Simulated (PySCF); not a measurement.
# C4H9FOSi2: the cost of one run

Computed with PySCF 2.14.0 and routines of our own; the level stands in each step. Atoms count from 0.

### 1 The system as given

17 atoms, charge 0, multiplicity 1; geometry from: GFN2-xTB.

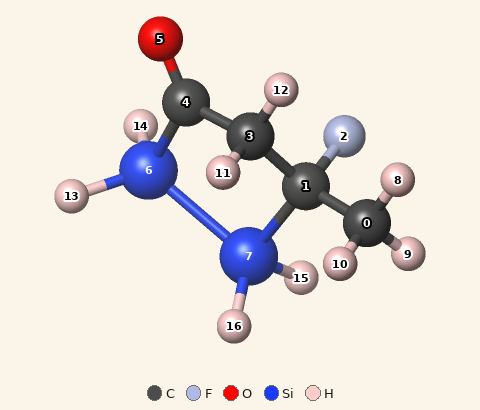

The starting geometry (carbon dark grey, fluorine light blue, oxygen red, silicon blue, hydrogen pink).

### 2 Optimising the geometry at PBE0-D3(BJ)/def2-SVP

Job settings and geometry (Å):

```
{"job": {"xc": "PBE0", "basis": "def2-SVP", "d3": "d3bj", "grid": 1, "kind": "geom"}, "charge": 0, "multiplicity": 1}
C     -2.051050     0.162368     0.820086
C     -0.809664     0.081346    -0.050780
F     -1.243657     0.100618    -1.391890
C     -0.064576    -1.237710     0.144190
C      1.223664    -1.311335    -0.655972
O      1.615590    -2.333591    -1.160983
Si     2.187577     0.371589    -0.779844
Si     0.423320     1.582544     0.091168
H     -2.705218    -0.691367     0.645300
H     -2.603884     1.070079     0.589105
H     -1.765975     0.182507     1.868265
H      0.213483    -1.326978     1.198483
H     -0.701740    -2.088676    -0.114845
H      3.384120     0.239435     0.057669
H      2.616501     0.567077    -2.162792
H     -0.203590     2.695455    -0.621771
H      0.478100     1.948670     1.514701
```

Command:

```sh
> OMP_NUM_THREADS=1 python excited_run.py task.json out
```

One launch serves the whole session: the jobs run in the order shown.

Q: Estimate the wall time and peak memory of this first job on 1 thread of Arm Neoverse V1, shared host.

About 1.7 min, with a peak of 0.69 GiB.
